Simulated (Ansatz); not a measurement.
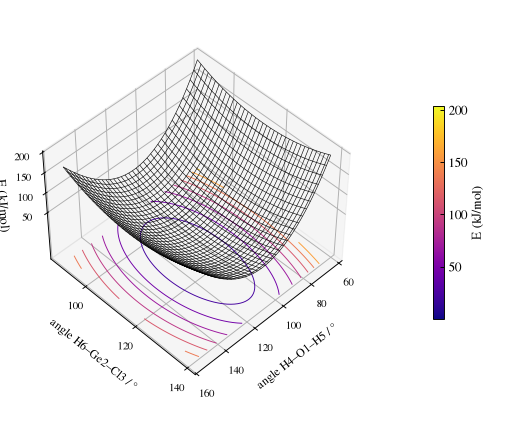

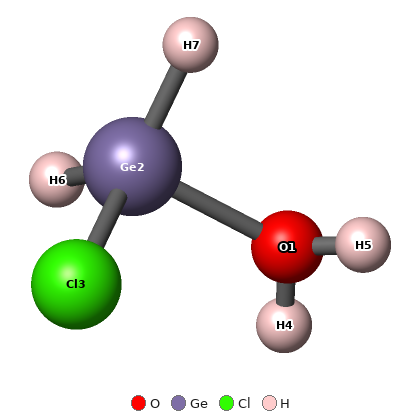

Energy landscape of ClGeH₄O, SMILES [OH2+][GeH2][Cl], charge +1. The first coordinate is: angle H4–O1–H5; the second: angle H6–Ge2–Cl3. Nothing is relaxed (all other coordinates rigid). The grid has 11 × 11 points. Points are written as (first, second). All energies are given in kJ/mol relative to the lowest grid point. The calculation used Ansatz, RKS PBE0-D4/def2-TZVP.

In the figure: a relief with its contours projected below. Between grid points the surface is interpolated. The second picture is the structure at the lowest point.

Q: Summarise what can be read from the map.

A: The lowest grid point is at (109.2°, 114.4°). It is the only kind of minimum in the scanned range. The highest grid point, (64.2°, 89.4°), lies 203 kJ/mol above the lowest. Round the minimum the two coordinates are nearly uncoupled.

Each point was launched as `ansatz run input.yaml --threads 1 --pin off --max-ram 2560MiB --backend cpu --events-out ev --progress --plain --runs-dir out`. The whole map (121 points run) took 9.8 min on 1 thread of Arm Neoverse V2, on a shared host.
